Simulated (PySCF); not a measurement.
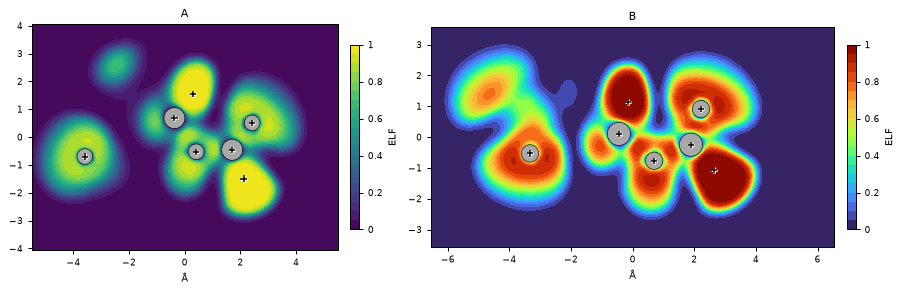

The electron localisation function of 2 systems, each on a plane through atoms (crosses mark nuclei in the plane; grey discs cover the cores).

The calculation used wB97X-D/def2-SVPD, SCF density, gas phase in PySCF.

System 1: C3H5GeO4 (SMILES O=CO[CH2][GeH2][C](=O)[O-]) (charge −1), the plane of atoms C2, O3 and C4. Geometry: GFN2-xTB.

```xyz
13

O    -3.0894    0.1699   -0.6961
C    -2.3518    0.8030    0.0188
O    -1.1775    0.4964    0.4710
C    -0.5371   -0.7156    0.0298
Ge    1.2563   -0.2209   -0.8496
C     2.5357    0.5564    1.0041
O     2.5278   -0.4000    1.7004
O     2.8797    1.6787    0.8645
H    -2.6295    1.8083    0.4090
H    -1.2157   -1.2638   -0.6225
H    -0.3515   -1.3107    0.9260
H     0.6221    0.1352   -2.2861
H     1.5265   -1.7364   -1.2588
```

System 2: C4H5O5 (SMILES O=COCCOC(=O)[O-]) (charge −1), the plane of atoms O3, C2 and H10. Geometry: GFN2-xTB.

```json
{"atom": "O", "x (Å)": "-2.8639", "y (Å)": "-1.2133", "z (Å)": "0.3486"}
{"atom": "C", "x (Å)": "-2.7249", "y (Å)": "-0.0626", "z (Å)": "0.0372"}
{"atom": "O", "x (Å)": "-1.6456", "y (Å)": "0.6731", "z (Å)": "0.0546"}
{"atom": "C", "x (Å)": "-0.3978", "y (Å)": "0.0723", "z (Å)": "0.4347"}
{"atom": "C", "x (Å)": "0.5191", "y (Å)": "-0.1069", "z (Å)": "-0.7884"}
{"atom": "O", "x (Å)": "1.6949", "y (Å)": "-0.7457", "z (Å)": "-0.4446"}
{"atom": "C", "x (Å)": "2.6978", "y (Å)": "0.0915", "z (Å)": "0.2974"}
{"atom": "O", "x (Å)": "2.3252", "y (Å)": "1.2254", "z (Å)": "0.5468"}
{"atom": "O", "x (Å)": "3.7144", "y (Å)": "-0.5279", "z (Å)": "0.5210"}
{"atom": "H", "x (Å)": "-3.5689", "y (Å)": "0.5673", "z (Å)": "-0.3147"}
{"atom": "H", "x (Å)": "-0.5808", "y (Å)": "-0.8947", "z (Å)": "0.9105"}
{"atom": "H", "x (Å)": "0.0971", "y (Å)": "0.7577", "z (Å)": "1.1256"}
{"atom": "H", "x (Å)": "0.7195", "y (Å)": "0.8905", "z (Å)": "-1.2097"}
{"atom": "H", "x (Å)": "0.0133", "y (Å)": "-0.7272", "z (Å)": "-1.5413"}
```

Match each panel to its system.

Answer. Panel A is system 1, C3H5GeO4: the plane holds O, C and H. C–O (1.21 Å): the ELF peaks at about 0.85 between the atoms; a short, multiple covalent bond. Panel B is system 2, C4H5O5: the plane holds O, C and H. C–O (1.20 Å): the ELF peaks at about 0.90 between the atoms; a short, multiple covalent bond.
